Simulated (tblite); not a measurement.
**Geometry relaxation of Si$_{12}$H$_{12}$O$_{18}$**

Si$_{12}$H$_{12}$O$_{18}$, computed with GFN2-xTB geometry optimisation, gas phase (tblite 0.8.0).

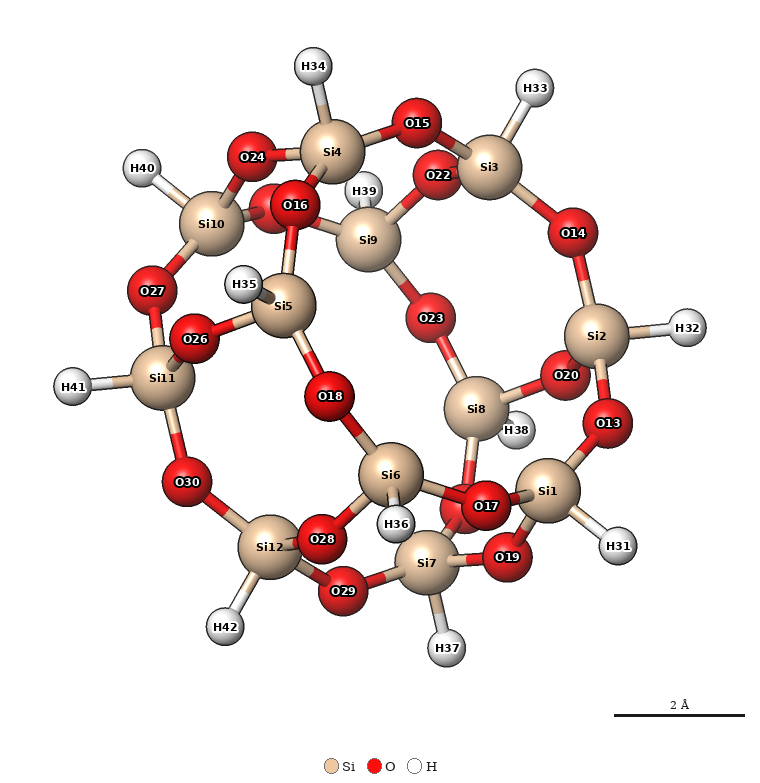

Figure 1. The starting structure (ball-and-stick view, seen at a tilt; atoms are numbered from 1 in the order of the input). Bond lengths as drawn: H–Si 1.43 to 1.44 Å and O–Si 1.64 to 1.66 Å.

## Input
```
{"job": {"kind": "relax", "xc": "GFN2-xTB", "basis": "xTB"}, "charge": 0, "multiplicity": 1}
Si     3.104900    -0.001800     1.548400
Si     1.546800     2.687300     1.543100
Si    -1.544800     2.682400     1.551000
Si    -3.100700     0.004400     1.543800
Si    -1.551000    -2.685900     1.553400
Si     1.546700    -2.685200     1.547400
Si     3.100100     0.001700    -1.553300
Si     1.553400     2.687400    -1.548500
Si    -1.547300     2.682600    -1.550400
Si    -3.102800    -0.000800    -1.548400
Si    -1.552100    -2.685900    -1.552100
Si     1.547500    -2.686700    -1.550000
O      2.745900     1.588000     1.837800
O      0.002200     3.174000     1.830100
O     -2.751500     1.592400     1.833000
O     -2.751200    -1.586700     1.839100
O      2.749700    -1.585400     1.833700
O     -0.001100    -3.178000     1.831800
O      3.665100     0.001800     0.002500
O      1.835600     3.175500     0.002700
O      2.747000     1.591100    -1.831300
O     -1.833700     3.176100    -0.000200
O      0.003400     3.179200    -1.826200
O     -3.669900    -0.004300    -0.001500
O     -2.748800     1.589900    -1.831900
O     -1.838900    -3.175500     0.002500
O     -2.748600    -1.585000    -1.833500
O      1.832200    -3.174000     0.001200
O      2.749900    -1.586900    -1.834800
O      0.001100    -3.174200    -1.829400
H      4.391600     0.000600     2.192900
H      2.192100     3.801400     2.194200
H     -2.195000     3.800200     2.192100
H     -4.385900    -0.001300     2.197700
H     -2.192800    -3.798300     2.190700
H      2.194500    -3.797900     2.191100
H      4.387200     0.000100    -2.198100
H      2.194900     3.802600    -2.196600
H     -2.192900     3.796200    -2.194100
H     -4.392800     0.003400    -2.192800
H     -2.194100    -3.802400    -2.190200
H      2.199900    -3.805700    -2.190300
```

The first line tells a small driver script what to run in tblite; the rest is the geometry in Å.

Hardware: 4 CPU threads, shared host.

Launched with:
```bash
OMP_NUM_THREADS=4 python <driver script> task.json out
```

## What the program printed
```
step      E/eV     max force
  0   -2771.10098    3.415
  1   -2774.15484    2.577
  2   -2777.52971    1.887
  3   -2779.02543    1.883
  4   -2780.40216    1.104
  5   -2780.74281    0.584
  6   -2781.02742    0.750
  7   -2781.29194    0.835
  8   -2781.56838    0.680
  9   -2781.73168    0.503
 10   -2781.79419    0.384
 11   -2781.84510    0.304
 12   -2781.90288    0.259
 13   -2781.92045    0.103
 14   -2781.92338    0.059
 15   -2781.92455    0.053
 16   -2781.92709    0.067
 17   -2781.93068    0.091
 18   -2781.93412    0.075
 19   -2781.93560    0.036
 20   -2781.93584    0.010
```

## Trajectory as extended XYZ (Å, eV, eV/Å), 2 of the 21 frames kept, from step=0 to step=20
```
42
Properties=species:S:1:pos:R:3:forces:R:3 step=0 energy=-2771.10098
Si    3.1049   -0.0018    1.5484    2.9660   0.1590  -0.8850
Si    1.5468    2.6873    1.5431    1.7580   2.5610  -0.7790
Si   -1.5448    2.6824    1.5510   -1.6780   2.7770  -1.0630
Si   -3.1007    0.0044    1.5438   -3.0890  -0.0970  -0.8320
Si   -1.5510   -2.6859    1.5534   -1.5590  -2.5390  -1.0970
Si    1.5467   -2.6852    1.5474    1.6410  -2.5750  -0.9220
Si    3.1001    0.0017   -1.5533    3.0910  -0.0210   1.1330
Si    1.5534    2.6874   -1.5485    1.4660   2.7470   1.0200
Si   -1.5473    2.6826   -1.5504   -1.5200   2.7380   1.0900
Si   -3.1028   -0.0008   -1.5484   -3.0900   0.1220   0.9220
Si   -1.5521   -2.6859   -1.5521   -1.5230  -2.6580   1.1840
Si    1.5475   -2.6867   -1.5500    1.7440  -2.6660   1.0040
O     2.7459    1.5880    1.8378   -2.6250  -1.5710   0.0650
O     0.0022    3.1740    1.8301   -0.0920  -2.9770   0.1470
O    -2.7515    1.5924    1.8330    2.6160  -1.5850   0.0840
O    -2.7512   -1.5867    1.8391    2.6480   1.5780   0.0570
O     2.7497   -1.5854    1.8337   -2.6870   1.4020   0.1050
O    -0.0011   -3.1780    1.8318   -0.0120   3.0210   0.1250
O     3.6651    0.0018    0.0025   -1.9380   0.0000  -0.2470
O     1.8356    3.1755    0.0027   -0.9460  -1.6350  -0.1790
O     2.7470    1.5911   -1.8313   -2.5220  -1.6130  -0.1450
O    -1.8337    3.1761   -0.0002    1.0120  -1.7410   0.0210
O     0.0034    3.1792   -1.8262   -0.0200  -3.0430  -0.1450
O    -3.6699   -0.0043   -0.0015    1.9380   0.0270   0.0050
O    -2.7488    1.5899   -1.8319    2.5660  -1.6520  -0.1110
O    -1.8389   -3.1755    0.0025    1.0180   1.7380  -0.1060
O    -2.7486   -1.5850   -1.8335    2.6170   1.4580  -0.1410
O     1.8322   -3.1740    0.0012   -0.9710   1.6850  -0.0920
O     2.7499   -1.5869   -1.8348   -2.6690   1.4870  -0.1030
O     0.0011   -3.1742   -1.8294   -0.1100   2.9900  -0.1550
H     4.3916    0.0006    2.1929    0.2030   0.0020   0.5080
H     2.1921    3.8014    2.1942    0.0730   0.1310   0.4770
H    -2.1950    3.8002    2.1921   -0.0490   0.1160   0.4830
H    -4.3859   -0.0013    2.1977   -0.1610   0.0140   0.4700
H    -2.1928   -3.7983    2.1907   -0.1570  -0.2690   0.5770
H     2.1945   -3.7979    2.1911    0.0970  -0.1760   0.5150
H     4.3872    0.0001   -2.1981    0.1860   0.0100  -0.4980
H     2.1949    3.8026   -2.1966    0.0940   0.1550  -0.4880
H    -2.1929    3.7962   -2.1941   -0.0930   0.1820  -0.5210
H    -4.3928    0.0034   -2.1928   -0.1440  -0.0050  -0.4870
H    -2.1941   -3.8024   -2.1902   -0.1150  -0.1930  -0.5360
H     2.1999   -3.8057   -2.1903    0.0370  -0.0800  -0.4610
42
Properties=species:S:1:pos:R:3:forces:R:3 step=20 energy=-2781.93584
Si    3.1193    0.0005    1.5448    0.0040  -0.0020  -0.0020
Si    1.5600    2.7021    1.5448    0.0010  -0.0050   0.0070
Si   -1.5596    2.7025    1.5448   -0.0070  -0.0040   0.0010
Si   -3.1194    0.0003    1.5458   -0.0020   0.0010   0.0010
Si   -1.5600   -2.7011    1.5458   -0.0030   0.0050   0.0050
Si    1.5594   -2.7011    1.5457    0.0040   0.0040   0.0010
Si    3.1186    0.0004   -1.5462    0.0040  -0.0040   0.0050
Si    1.5604    2.7026   -1.5448    0.0000  -0.0040  -0.0050
Si   -1.5591    2.7017   -1.5449   -0.0060  -0.0010  -0.0020
Si   -3.1192   -0.0002   -1.5448   -0.0030   0.0030   0.0050
Si   -1.5604   -2.7019   -1.5447    0.0000   0.0020  -0.0020
Si    1.5590   -2.7013   -1.5448    0.0050   0.0030  -0.0030
O     2.2637    1.3075    1.9328    0.0040  -0.0060  -0.0010
O     0.0003    2.6143    1.9314   -0.0040  -0.0010   0.0040
O    -2.2640    1.3080    1.9325   -0.0020  -0.0040  -0.0010
O    -2.2630   -1.3062    1.9344   -0.0040   0.0050  -0.0030
O     2.2631   -1.3062    1.9331    0.0020   0.0040   0.0000
O    -0.0003   -2.6139    1.9333    0.0010   0.0000   0.0030
O     3.5844   -0.0001   -0.0008   -0.0090   0.0010   0.0010
O     1.7936    3.1056    0.0001    0.0020   0.0010   0.0010
O     2.2639    1.3082   -1.9334    0.0030  -0.0070  -0.0010
O    -1.7933    3.1059   -0.0002    0.0030  -0.0020   0.0000
O     0.0008    2.6149   -1.9317   -0.0050   0.0000  -0.0040
O    -3.5853   -0.0006    0.0004    0.0090  -0.0010   0.0040
O    -2.2620    1.3062   -1.9313    0.0000  -0.0030  -0.0020
O    -1.7930   -3.1037    0.0007    0.0000   0.0000   0.0020
O    -2.2645   -1.3077   -1.9331   -0.0020   0.0050  -0.0020
O     1.7924   -3.1038    0.0005   -0.0020   0.0020  -0.0010
O     2.2618   -1.3062   -1.9334    0.0010   0.0030   0.0010
O    -0.0008   -2.6143   -1.9322    0.0030  -0.0010  -0.0030
H     4.3449    0.0004    2.3165   -0.0060   0.0000  -0.0060
H     2.1715    3.7620    2.3183    0.0040   0.0060   0.0000
H    -2.1719    3.7628    2.3175    0.0000   0.0020  -0.0020
H    -4.3442    0.0004    2.3187    0.0060   0.0000  -0.0080
H    -2.1727   -3.7615    2.3180   -0.0010  -0.0020  -0.0020
H     2.1721   -3.7612    2.3182    0.0010  -0.0030  -0.0020
H     4.3434   -0.0004   -2.3188   -0.0040   0.0000   0.0050
H     2.1726    3.7630   -2.3170    0.0030   0.0070  -0.0010
H    -2.1718    3.7610   -2.3189    0.0000   0.0010   0.0040
H    -4.3444    0.0013   -2.3166    0.0020   0.0000   0.0020
H    -2.1727   -3.7625   -2.3168   -0.0020  -0.0050   0.0010
H     2.1721   -3.7618   -2.3167   -0.0010   0.0000   0.0030
```

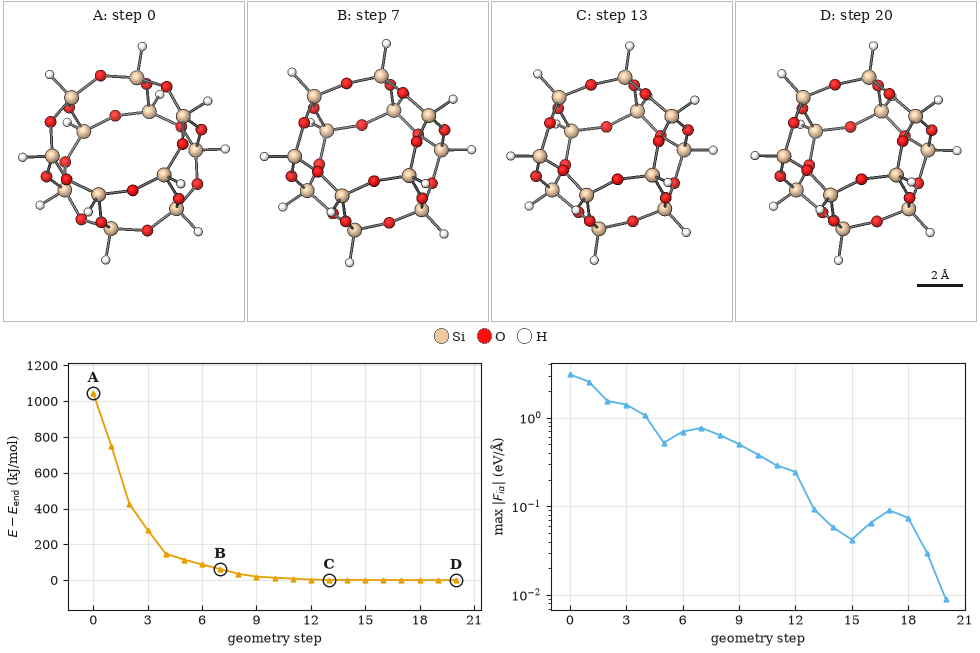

Figure 2. Frames of the relaxation (ball-and-stick view, seen at a tilt) above the curves, on which the letters mark them (steps are counted from 0).

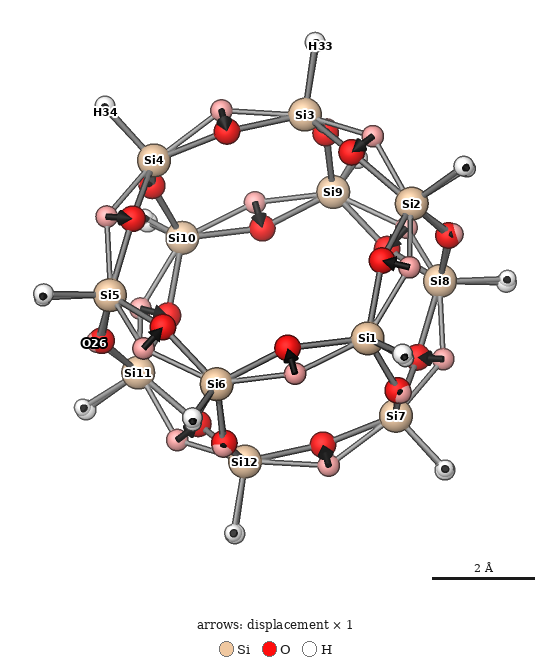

Figure 3. Start (faint) and end (solid) with the displacements as black arrows, at true length (ball-and-stick view, seen at a tilt). The two geometries are laid on each other by the best rigid fit. The largest moves after the best rigid fit, 0.57 Å, are those of 8 atoms (O15, O16, O17, O18 and others). Largest moves by element: O 0.57 Å, H 0.14 Å, Si 0.03 Å. Distances before and after: Si1–O13 1.655 → 1.610 Å, Si10–O24 1.648 → 1.614 Å, Si1–O19 1.644 → 1.614 Å, Si5–H35 1.434 → 1.448 Å. Among the angles that change: O14–Si3–O15 148.8° → 108.6°, O27–Si11–O30 148.3° → 108.6°, O13–Si2–H32 96.2° → 108.7°. After 20 geometry steps the energy has fallen by 1045.4 kJ/mol. Largest force component: 3.1 eV/Å at the start, 0.009 eV/Å at the end. (Atoms are counted from 1 in the order of the input.)

## Summary

- outcome: converged
- total energy: −2781.9358 eV
- HOMO: −11.85 eV
- LUMO: −4.68 eV
- point group: D6h
- dipole moment: 0.01 D
- wall time: 8.4 s (CPU time 8.4 s)
- peak memory: 0.16 GiB
